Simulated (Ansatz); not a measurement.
**C3HF5O: from a rough start to a stationary point**

Aim: relax C3HF5O from a cheap starting geometry, then compute its harmonic vibrations to see whether it is a minimum and to get the zero-point energy and entropy.

Computed with Ansatz 0.2.0, Gaussian basis. Level: RKS PBE0-D4/def2-TZVP.

The runs, in order: relaxation at PBE-D4/def2-SVP; relaxation at PBE0-D4/def2-TZVP; harmonic vibrations at the same level.

1 further run of the same task is left out (set aside as unsound or not needed). Runs told in other sessions of the task aren't counted.

## (1) The starting structure

SMILES `FC1OC1(F)C(F)(F)F`, 10 atoms, charge 0, spin multiplicity 1.

Atoms are counted from 1 here; the program's logs count them from 0.

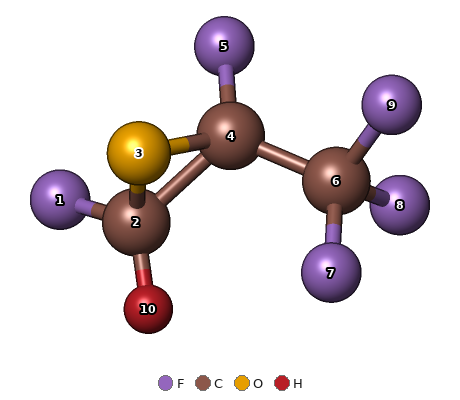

Start geometry, drawn with fluorine purple, carbon brown, oxygen amber, hydrogen red; atoms are numbered from 1 in the order of the file.

Geometry (Å):

```xyz
10
C3HF5O
F    -1.93040    1.53950   -0.16090
C    -1.20950    0.54260    0.31240
O    -0.20790    0.88740    1.23090
C     0.30590    0.49590   -0.08300
F     0.70430    1.49980   -0.91890
C     0.87640   -0.82950   -0.19460
F     0.35780   -1.75060    0.66010
F     0.77180   -1.32560   -1.45330
F     2.20670   -0.76670    0.11560
H    -1.79190   -0.34380    0.49470
```

The start is a force-field geometry with small random shifts, so a cheaper pass at PBE-D4/def2-SVP comes first.

## (2) Relaxation at PBE-D4/def2-SVP (cheap first pass)

in.yaml reads:

```yaml
crystal:
  periodic: [false, false, false]
  atoms:
    - {symbol: F, position_ang: [-1.930400, 1.539500, -0.160900]}
    - {symbol: C, position_ang: [-1.209500, 0.542600, 0.312400]}
    - {symbol: O, position_ang: [-0.207900, 0.887400, 1.230900]}
    - {symbol: C, position_ang: [0.305900, 0.495900, -0.083000]}
    - {symbol: F, position_ang: [0.704300, 1.499800, -0.918900]}
    - {symbol: C, position_ang: [0.876400, -0.829500, -0.194600]}
    - {symbol: F, position_ang: [0.357800, -1.750600, 0.660100]}
    - {symbol: F, position_ang: [0.771800, -1.325600, -1.453300]}
    - {symbol: F, position_ang: [2.206700, -0.766700, 0.115600]}
    - {symbol: H, position_ang: [-1.791900, -0.343800, 0.494700]}
basis:
  gaussian: {orbitals: def2-SVP}
hamiltonian: {xc: pbe, dispersion: d4}
relax: {f_tol: 0.03, max_steps: 200}
```

Started as:

```console
$ ansatz run in.yaml --threads 4 --pin off --events-out ev --progress --plain --max-ram 11315MiB
```

Standard output (excerpt; [...] marks lines left out):

```text
Functional definition: PBE
  name "PBE"
  cite "Perdew, Burke & Ernzerhof, Phys. Rev. Lett. 77, 3865 (1996) doi:10.1103/PhysRevLett.77.3865"
  parent pbe
[...]
1415 factors; their error is unknown
[...]
mean field -18724.32086258 eV, -688.1060998994 hartree, gradient 4.1e-5 eV, S^2 0.000000; 0 other end points of the search recorded, 0 dependent functions left out
[...]
reference -18724.32087986 eV, -688.1061005344 hartree; 36, 36 occupied and 95, 95 virtual orbitals, 1415 factors
relax step   1: F+E_penalty+E_count = -18724.53533063 eV  Δ(F+E_penalty+E_count) = +0.000e0 eV  max|allowed force component| = 5.109e0 eV/Å  Δτ_max = 0.0000 Å  (30 SCF iters, accepted)
[...]
relax step   3: F+E_penalty+E_count = -18725.04220487 eV  Δ(F+E_penalty+E_count) = -1.044e-1 eV  max|allowed force component| = 5.288e-1 eV/Å  Δτ_max = 0.0566 Å  (30 SCF iters, accepted)
[...]
relax step   5: F+E_penalty+E_count = -18725.05147592 eV  Δ(F+E_penalty+E_count) = -4.806e-3 eV  max|allowed force component| = 6.731e-2 eV/Å  Δτ_max = 0.0228 Å  (31 SCF iters, accepted)
[...]
relax step   7: F+E_penalty+E_count = -18725.05432982 eV  Δ(F+E_penalty+E_count) = -1.499e-3 eV  max|allowed force component| = 4.414e-2 eV/Å  Δτ_max = 0.0377 Å  (29 SCF iters, accepted)
[...]
relax step   8: F+E_penalty+E_count = -18725.05486142 eV  Δ(F+E_penalty+E_count) = -5.316e-4 eV  max|allowed force component| = 6.652e-2 eV/Å  Δτ_max = 0.0422 Å  (30 SCF iters, accepted)
[...]
relax step   9: F+E_penalty+E_count = -18725.05504757 eV  Δ(F+E_penalty+E_count) = -1.862e-4 eV  max|allowed force component| = 1.456e-2 eV/Å  Δτ_max = 0.0052 Å  (32 SCF iters, accepted)
1415 factors; their error is unknown
[...]
mean field -18724.84173277 eV, -688.1252415256 hartree, gradient 1.9e-5 eV, S^2 0.000000; 1 other end points of the search recorded, 0 dependent functions left out
[...]
reference -18724.84175037 eV, -688.1252421724 hartree; 36, 36 occupied and 95, 95 virtual orbitals, 1415 factors
Total energy: -18725.05506517 eV, -688.1330813468 hartree
Atom 0 at    -1.949018     1.609745    -0.131805 Å, force    -0.005671     0.004250    -0.003544 eV/Å
Atom 1 at    -1.227641     0.570958     0.329826 Å, force     0.007627    -0.002138     0.012041 eV/Å
Atom 2 at    -0.140278     0.897123     1.178922 Å, force    -0.001307     0.000431     0.000415 eV/Å
Atom 3 at     0.168318     0.452859    -0.115406 Å, force    -0.001193    -0.003445    -0.014564 eV/Å
Atom 4 at     0.669469     1.375618    -0.964628 Å, force    -0.001251     0.002279     0.004798 eV/Å
Atom 5 at     0.935892    -0.864592    -0.213998 Å, force     0.003139    -0.010936    -0.001167 eV/Å
Atom 6 at     0.323023    -1.803767     0.537498 Å, force     0.001595     0.003191    -0.004046 eV/Å
Atom 7 at     0.970223    -1.291655    -1.489090 Å, force    -0.002286     0.002100     0.007147 eV/Å
Atom 8 at     2.197249    -0.720857     0.225783 Å, force     0.001160     0.002145     0.001569 eV/Å
Atom 9 at    -1.864037    -0.276431     0.645897 Å, force    -0.001812     0.002122    -0.002648 eV/Å
Dipole moment:    -0.244524    -0.213337     0.009917 e Å
```

It took 8 s on 4 threads of Intel Xeon 6975P-C, shared host.

Along the way:

```tsv
step	energy from step 1 (eV)	largest force component (eV/Å)
1	0.0000	5.1087
2	-0.4025	2.2398
3	-0.5069	0.5288
4	-0.5113	0.3404
5	-0.5161	0.0673
6	-0.5175	0.0684
7	-0.5190	0.0441
8	-0.5195	0.0665
9	-0.5197	0.0146
```

Distances of close pairs at the start and the end, largest changes first:

```tsv
bond	before (Å)	after (Å)	change (Å)
C2–C4	1.567	1.470	-0.097
C4–C6	1.447	1.528	+0.081
O3–C4	1.464	1.403	-0.061
C2–H10	1.076	1.106	+0.030
F1–C2	1.318	1.346	+0.028
C6–F9	1.367	1.344	-0.024
C2–O3	1.402	1.418	+0.016
C4–F5	1.366	1.350	-0.015
```

## (3) Geometry optimisation, PBE0-D4/def2-TZVP

in.yaml reads:

```yaml
crystal:
  periodic: [false, false, false]
  atoms:
    - {symbol: F, position_ang: [-1.949018, 1.609745, -0.131805]}
    - {symbol: C, position_ang: [-1.227641, 0.570958, 0.329826]}
    - {symbol: O, position_ang: [-0.140278, 0.897123, 1.178922]}
    - {symbol: C, position_ang: [0.168318, 0.452859, -0.115406]}
    - {symbol: F, position_ang: [0.669469, 1.375618, -0.964628]}
    - {symbol: C, position_ang: [0.935892, -0.864592, -0.213998]}
    - {symbol: F, position_ang: [0.323023, -1.803767, 0.537498]}
    - {symbol: F, position_ang: [0.970223, -1.291655, -1.489090]}
    - {symbol: F, position_ang: [2.197249, -0.720857, 0.225783]}
    - {symbol: H, position_ang: [-1.864037, -0.276431, 0.645897]}
basis:
  gaussian: {orbitals: def2-TZVP}
hamiltonian: {xc: pbe0, dispersion: d4}
relax: {f_tol: 0.005, max_steps: 150}
```

The command is unchanged.

Standard output (excerpt; [...] marks lines left out):

```text
Functional definition: PBE0
  name "PBE0"
  cite "Adamo & Barone, J. Chem. Phys. 110, 6158 (1999) doi:10.1063/1.478522"
  cite "Perdew, Burke & Ernzerhof, Phys. Rev. Lett. 77, 3865 (1996) doi:10.1103/PhysRevLett.77.3865"
  parent pbe
[...]
1515 factors; their error is unknown
[...]
mean field -18747.00845455 eV, -688.9398535258 hartree, gradient 1.2e-5 eV, S^2 0.000000; 0 other end points of the search recorded, 0 dependent functions left out
[...]
reference -18747.00847423 eV, -688.9398542491 hartree; 36, 36 occupied and 249, 249 virtual orbitals, 1515 factors
relax step   1: F+E_penalty+E_count = -18747.18656365 eV  Δ(F+E_penalty+E_count) = +0.000e0 eV  max|allowed force component| = 8.820e-1 eV/Å  Δτ_max = 0.0000 Å  (31 SCF iters, accepted)
[...]
Atom 0 at    -1.929353     1.598898    -0.129656 Å, force     0.000175    -0.000991     0.000163 eV/Å
Atom 1 at    -1.219427     0.564165     0.324319 Å, force    -0.002307     0.002829    -0.002435 eV/Å
Atom 2 at    -0.147592     0.889528     1.166093 Å, force     0.001695    -0.000320     0.001334 eV/Å
Atom 3 at     0.163335     0.448729    -0.110414 Å, force    -0.001111    -0.001726    -0.000467 eV/Å
Atom 4 at     0.667844     1.362270    -0.942670 Å, force    -0.000015    -0.000163     0.000762 eV/Å
Atom 5 at     0.927639    -0.860344    -0.211247 Å, force     0.001616     0.000944     0.001095 eV/Å
Atom 6 at     0.336951    -1.789773     0.537753 Å, force    -0.000606     0.000337    -0.000754 eV/Å
Atom 7 at     0.952388    -1.286067    -1.470086 Å, force    -0.000463    -0.000245     0.000559 eV/Å
Atom 8 at     2.178470    -0.711206     0.209583 Å, force    -0.000360     0.000011    -0.000625 eV/Å
Atom 9 at    -1.847056    -0.267199     0.629323 Å, force     0.001375    -0.000675     0.000367 eV/Å
Dipole moment:    -0.268741    -0.234341     0.036315 e Å
```

Run time: 29 s. Hardware: 4 threads of Intel Xeon 6975P-C, shared host; peak memory 0.99 GiB.

The steps of the relaxation:

```tsv
step	energy from step 1 (eV)	largest force component (eV/Å)
1	0.0000	0.8820
2	-0.0475	0.4159
3	-0.0555	0.0228
4	-0.0555	0.0086
5	-0.0556	0.0063
6	-0.0556	0.0067
7	-0.0556	0.0028
```

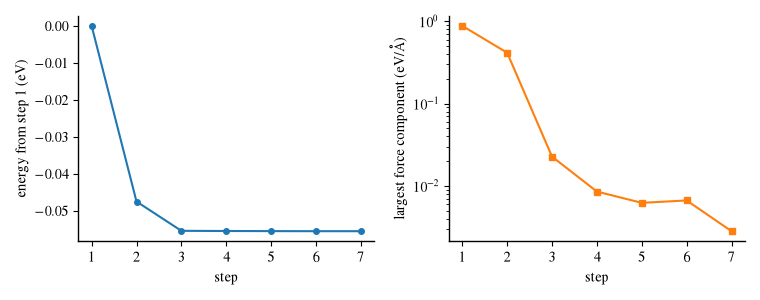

Energy and largest force along the relaxation.

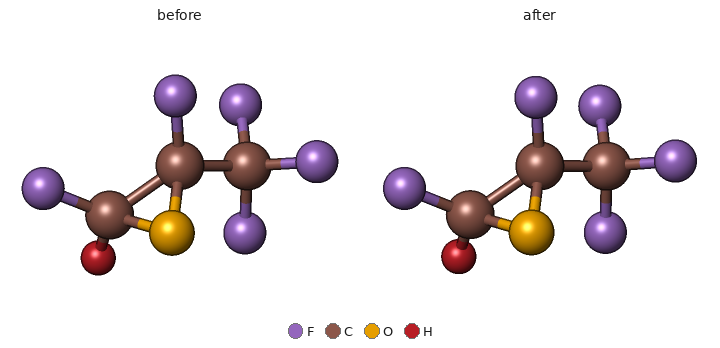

The geometry before (left) and after (right).

Distances of close pairs at the start and the end, largest changes first:

```tsv
bond	before (Å)	after (Å)	change (Å)
C2–H10	1.106	1.085	-0.020
C6–F7	1.350	1.332	-0.018
O3–C4	1.403	1.386	-0.017
C2–O3	1.418	1.401	-0.016
C6–F8	1.345	1.329	-0.016
C2–C4	1.470	1.454	-0.016
C4–F5	1.350	1.335	-0.016
C6–F9	1.344	1.328	-0.015
```

Mulliken charges at the end point, from the run's report:

```tsv
atom	value (e)
F1	-0.16
C2	0.18
O3	-0.23
C4	0.23
F5	-0.15
C6	0.43
F7	-0.15
F8	-0.14
F9	-0.14
H10	0.14
```

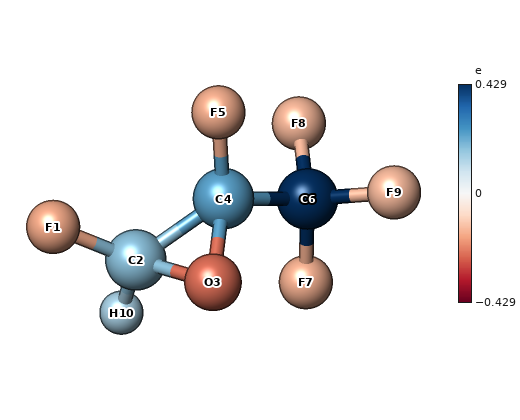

Mulliken charges at the end point, from the run's report, as colours on the atoms.

## (4) Harmonic vibrations

in.yaml reads:

```yaml
crystal:
  periodic: [false, false, false]
  atoms:
    - {symbol: F, position_ang: [-1.929353, 1.598898, -0.129656]}
    - {symbol: C, position_ang: [-1.219427, 0.564165, 0.324319]}
    - {symbol: O, position_ang: [-0.147592, 0.889528, 1.166093]}
    - {symbol: C, position_ang: [0.163335, 0.448729, -0.110414]}
    - {symbol: F, position_ang: [0.667844, 1.362270, -0.942670]}
    - {symbol: C, position_ang: [0.927639, -0.860344, -0.211247]}
    - {symbol: F, position_ang: [0.336951, -1.789773, 0.537753]}
    - {symbol: F, position_ang: [0.952388, -1.286067, -1.470086]}
    - {symbol: F, position_ang: [2.178470, -0.711206, 0.209583]}
    - {symbol: H, position_ang: [-1.847056, -0.267199, 0.629323]}
basis:
  gaussian: {orbitals: def2-TZVP}
hamiltonian: {xc: pbe0, dispersion: d4}
phonons: {temperatures: {t_min: 298.15, t_max: 900, t_step: 200}}
```

Launched as before.

Standard output (excerpt; [...] marks lines left out):

```text
Functional definition: PBE0
  name "PBE0"
  cite "Adamo & Barone, J. Chem. Phys. 110, 6158 (1999) doi:10.1063/1.478522"
  cite "Perdew, Burke & Ernzerhof, Phys. Rev. Lett. 77, 3865 (1996) doi:10.1103/PhysRevLett.77.3865"
  parent pbe
[...]
1515 factors; their error is unknown
[...]
mean field -18747.06298532 eV, -688.9418574947 hartree, gradient 3.6e-5 eV, S^2 0.000000; 0 other end points of the search recorded, 0 dependent functions left out
[...]
reference -18747.06300492 eV, -688.9418582152 hartree; 36, 36 occupied and 249, 249 virtual orbitals, 1515 factors
[...]
1515 factors; their error is unknown
mean field -18747.06291712 eV, -688.9418549887 hartree, gradient 2.9e-6 eV, S^2 0.000000; 0 other end points of the search recorded, 0 dependent functions left out
[...]
reference -18747.06293673 eV, -688.9418557092 hartree; 36, 36 occupied and 249, 249 virtual orbitals, 1515 factors
[...]
Atom 2 at    -0.147592     0.889528     1.166093 Å, force     0.001711    -0.000320     0.001350 eV/Å
Atom 3 at     0.163335     0.448729    -0.110414 Å, force    -0.001123    -0.001746    -0.000464 eV/Å
Atom 4 at     0.667844     1.362270    -0.942670 Å, force     0.000002    -0.000137     0.000746 eV/Å
Atom 5 at     0.927639    -0.860344    -0.211247 Å, force     0.001582     0.000935     0.001086 eV/Å
Atom 6 at     0.336951    -1.789773     0.537753 Å, force    -0.000592     0.000340    -0.000747 eV/Å
Atom 7 at     0.952388    -1.286067    -1.470086 Å, force    -0.000469    -0.000239     0.000556 eV/Å
Atom 8 at     2.178470    -0.711206     0.209583 Å, force    -0.000345     0.000014    -0.000611 eV/Å
Atom 9 at    -1.847056    -0.267199     0.629323 Å, force     0.001398    -0.000667     0.000364 eV/Å
Dipole moment:    -0.268742    -0.234340     0.036314 e Å
Vibrations: 56.08 146.33 187.22 255.85 320.40 342.40 406.78 507.21 579.01 591.61 610.84 698.41 779.34 944.84 1016.03 1152.67 1157.30 1209.59 1238.26 1241.78 1337.97 1388.15 1533.42 3193.19 cm⁻¹, zero-point energy 1.295305 eV
```

Wall time 2.7 min (4 threads of Intel Xeon 6975P-C, shared host); peak memory 1 GiB.

Motions are named by where the mode's potential energy lies. The modes, unscaled (a negative number is an imaginary wavenumber):

```tsv
mode	cm⁻¹	motion
1	56	torsion
2	146	bend
3	187	bend
4	256	bend
5	320	bend
6	342	bend
7	407	bend
8	507	bend with torsion
9	579	bend with torsion
10	592	bend
11	611	bend with wag or twist
12	698	bend
13	779	C–F stretch with bend
14	945	mixed, led by bend
15	1016	bend with C–F stretch
16	1153	C–F stretch with bend
17	1157	C–F stretch with bend
18	1210	bend with C–F stretch
19	1238	C–F stretch
20	1242	C–F stretch
21	1338	bend
22	1388	C–F and C–C stretch
23	1533	C–C and C–O stretch
24	3193	C–H stretch
```

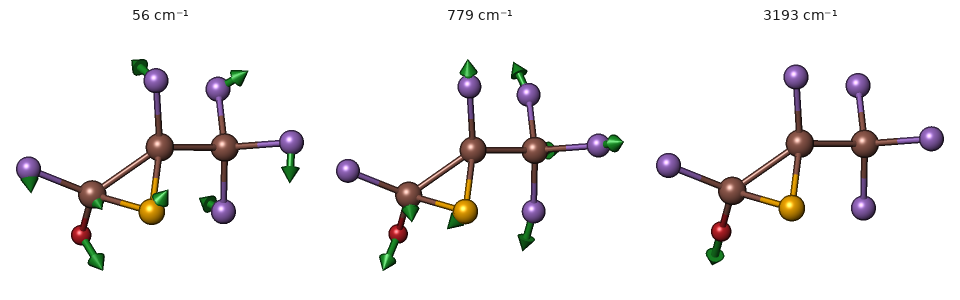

Displacements of 3 modes, as arrows.

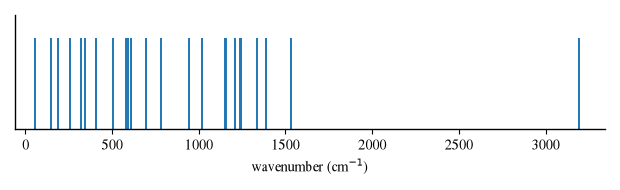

The harmonic wavenumbers as sticks (no intensities were computed).

Ideal gas, rigid rotor and harmonic oscillator at 298.15 K and 1 bar, with symmetry number 1:

```tsv
term	value
zero-point energy	29.9 kcal/mol
H(298) − E	35.2 kcal/mol
entropy, translation	171.2 J/(mol K)
entropy, rotation	120.3 J/(mol K)
entropy, vibration	74.2 J/(mol K)
entropy, total	365.6 J/(mol K)
```

## (5) Outcome

```
                  quantity            value
               point group               C1
                     steps            9 + 7
shift from the start (rms)          0.123 Å
              total energy   -18747.2422 eV
           dispersion term         -179 meV
             dipole moment           1.72 D
lowest, highest wavenumber    56, 3193 cm⁻¹
         zero-point energy    29.9 kcal/mol
       entropy at 298.15 K  365.6 J/(mol K)
```

The atoms moved 0.12 Å (rms) from the start; the bond that changed most is C2–C4, from 1.567 to 1.454 Å. All wavenumbers are real, so the end point is a minimum. The stiffest mode, 3193 cm⁻¹, is a C–H stretch, and 3 modes under 200 cm⁻¹ make the vibrational entropy uncertain. Harmonic hybrid wavenumbers usually lie a few per cent above measured fundamentals. The largest Mulliken charge, +0.43 e, sits on C6.
